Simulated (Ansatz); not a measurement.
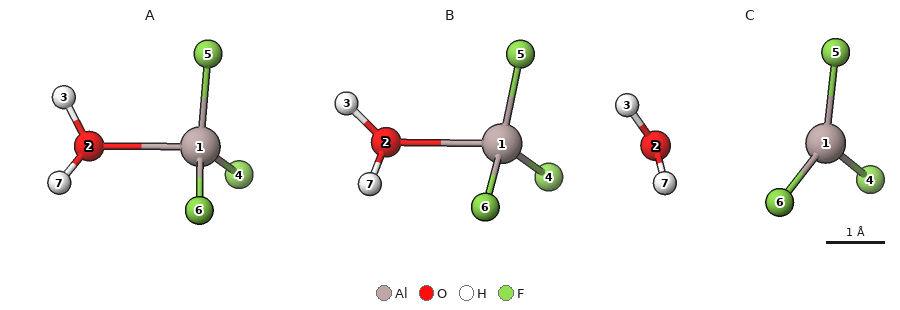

3 geometries from one relaxation of AlH$_{2}$OF$_{3}$, in shuffled order. The picture is a ball-and-stick view, seen face on.

The run prepares an end point of a later path (reaction) calculation, from a guessed geometry.

Computed with Ansatz 0.2.0, RHF/def2-SVP. (no spin polarisation; force threshold 0.03 eV/Å; at most 50 steps)

### Put them in the order of the run, from the start to the converged end.

C, B, A. They are steps 0, 3, 9, at +105.1 kJ/mol, +20.0 kJ/mol relative to the last. The largest move after the best rigid fit is that of H3, 0.70 Å. Largest moves by element: H 0.70 Å, O 0.59 Å, F 0.55 Å, Al 0.45 Å. Near-neighbour distances that change, for instance: Al1–O2 2.957 → 1.942 Å, O2–H7 0.971 → 0.951 Å, Al1–F4 1.629 → 1.646 Å, Al1–F6 1.667 → 1.654 Å. New bonds form, among them: Al1–O2 (2.96 → 1.94 Å). Bond angles that change, for instance: F4–Al1–F5 121.2° → 117.0°, H3–O2–H7 105.3° → 109.4°, F4–Al1–F6 119.4° → 117.1°. After 8 accepted moves (9 points after the start) the energy has fallen by 105.1 kJ/mol. Largest force component: 1.2 eV/Å at the start, 0.029 eV/Å at the end. The line search rejected the trial step at point 8 of the run. Cost: 11 s on 1 thread of Arm Neoverse V2, with other jobs on the host, peak memory 0.15 GiB.

Limits of the set-up: Hartree-Fock leaves out electron correlation.
